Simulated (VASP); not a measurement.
Band structure of BaHfO₃ (cubic perovskite). Computed with revTPSS meta-GGA, VASP's PBE PAW potentials (set 64) (plane waves; VASP).

Unless said otherwise, spin-orbit coupling is left out, though it shifts the bands of the heavy elements here.

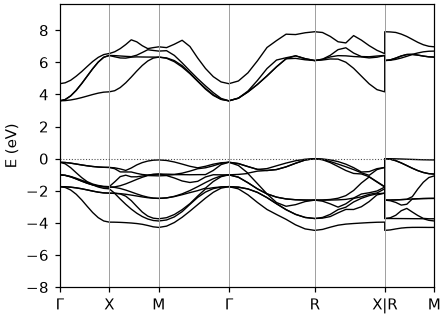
*Bands along high-symmetry lines, zero at the valence-band maximum or, without a gap, the Fermi level*

### Question
Read the plot: is there a gap, and where are the band edges?

### Answer
The gap is indirect, 3.60 eV, from the valence maximum at R to the conduction minimum at Γ.

The compound is BaHfO3 in the cubic perovskite structure. It was relaxed first.
